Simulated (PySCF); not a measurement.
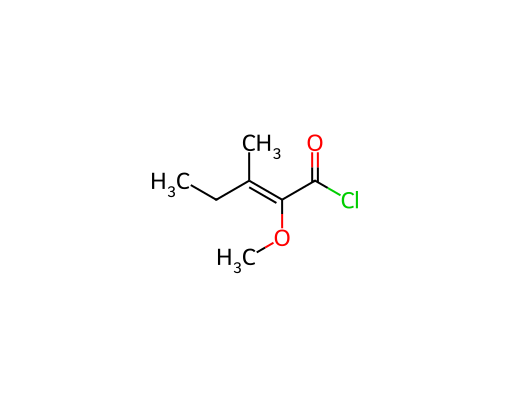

Computed geometry: GFN2-xTB optimisation. No frequency run is at hand to confirm it as a minimum. Properties computed with PBE0/pcSseg-1, gas phase (PySCF 2.14.0).

Predict the main results.

The species is C7H11ClO2 (`CC/C(C)=C(\OC)C(=O)Cl`).
- dipole moment: 4.02 D
- HOMO energy (Kohn–Sham orbital): −7.46 eV
- LUMO energy (Kohn–Sham orbital): −1.87 eV
- HOMO–LUMO gap: 5.59 eV
